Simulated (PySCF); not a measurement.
C3H10OSi2 (SMILES C=C(C[SiH3])O[SiH3])

Input file:

```
{"job": {"kind": "nmr", "xc": "PBE0", "basis": "pcSseg-1"}, "charge": 0, "multiplicity": 1}
C      0.489932    -1.478550    -1.123453
C      0.043124    -0.698098    -0.150167
C     -1.367710    -0.662619     0.331389
Si    -2.051417     1.116449     0.198003
O      0.820428     0.199990     0.505938
Si     2.387917     0.610756     0.411211
H     -0.162223    -2.173999    -1.617417
H      1.515266    -1.446450    -1.446103
H     -1.969766    -1.373520    -0.231163
H     -1.389143    -0.964302     1.380508
H     -1.385114     1.993948     1.157016
H     -1.848741     1.603879    -1.167552
H     -3.484503     1.051962     0.500801
H      2.413595     1.648292     1.430508
H      3.252177    -0.527935     0.732298
H      2.728579     1.109142    -0.923228
```

Command:

```sh
OMP_NUM_THREADS=1 python probes_run.py task.json out
```

Geometry: GFN2-xTB.

These are results of PBE0/pcSseg-1, SCF density, gas phase, non-relativistic (PySCF 2.14.0), not measurements.

**Predict the electron density and electron localisation function between the atoms.**

C–C (1.33 Å): ρ is about 2.3 e/Å³ halfway; the ELF peaks at about 0.90 between the atoms (a multiple bond).
C–O (1.36 Å): ρ at the midpoint is about 2.3 e/Å³, with its minimum of 1.9 e/Å³ about 0.5 Å from C; the ELF peaks at about 0.90 between the atoms: a shared but strongly polarised pair.
Si–O (1.62 Å): the density is about 1.1 e/Å³ at the midpoint; the ELF peaks at about 0.90 between the atoms; a polar covalent bond.
C–H (1.07 Å): ρ at the midpoint is about 2 e/Å³; the ELF climbs to about 1 towards the hydrogen, as it does in any bond to H; an ordinary covalent bond to hydrogen.

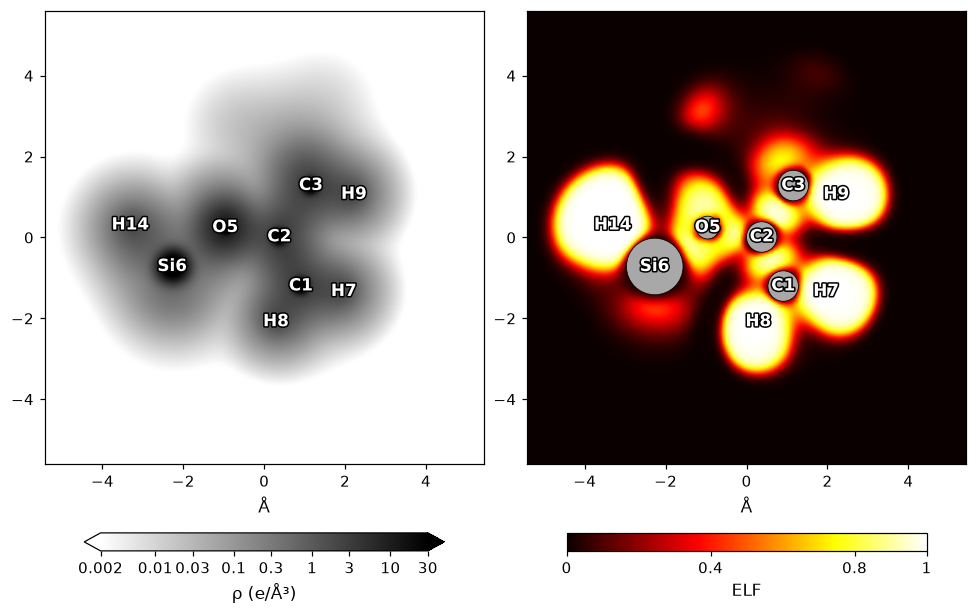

Computed electron density and electron localisation function on the plane of atoms C1, C2 and C3, in this order. Grey discs cover the atomic cores in the ELF map. 
